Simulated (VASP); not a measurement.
Data:

```yaml
crystal:
  lattice:
    - [2.90433, 0.00000, 0.00000]
    - [0.00000, 2.90433, 0.00000]
    - [0.00000, 0.00000, 2.90433]
  atoms:
    - { symbol: Cr, position: [0.00000, 0.00000, 0.00000], spin: 1.5 }
    - { symbol: Cr, position: [0.50000, 0.50000, 0.50000], spin: -1.5 }
```

Method: RPBE GGA, VASP's PBE PAW potentials (set 64) (plane waves; VASP). Run with 520 eV cut-off, 14×14×14 Γ-centred mesh, tetrahedra with Blöchl corrections, potentials Cr_pv.

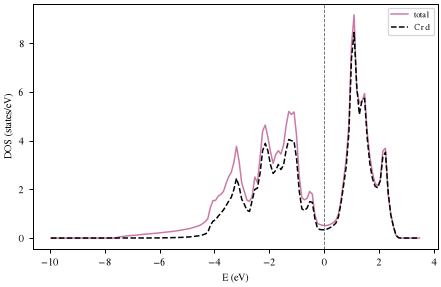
*Total and projected density of states, zero at the Fermi level*

Within 2 eV below the Fermi level the largest weight inside VASP's projection spheres is Cr d.

It has no gap at this level: it comes out as a metal or semimetal.

The compound is Cr in the bcc, AFM order structure. It was relaxed first.
